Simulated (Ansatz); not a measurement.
Base system: CuI in the zinc blende structure (space group F-43m, No. 216; a = 5.8619 Å). Axes: x, y, z lie along the cube axes.

Modification: the cell is stretched by 0.50 % along z with no lateral relaxation; the atoms relax in the strained cell.

Level of theory: DFT with LDA, PAW potentials and a 420 eV plane-wave cutoff in Ansatz (a first-principles code), no spin-orbit coupling.

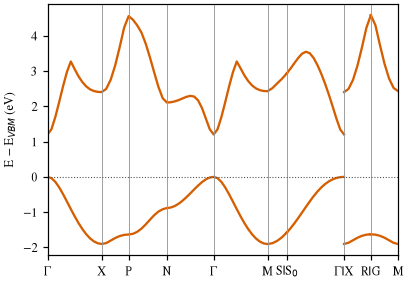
Fig. 1. Highest valence and lowest conduction band along the path of the changed cell's own zone

**Question.** Read the changed gap and its character from the plot.

**Answer.** About 1.2 eV, direct at Γ.

Spin-orbit coupling, missing from the scalar runs, can matter with I. Stability against distortions was not tested. The final runs are not spin-polarised. k-point labels follow each cell's own Brillouin zone.
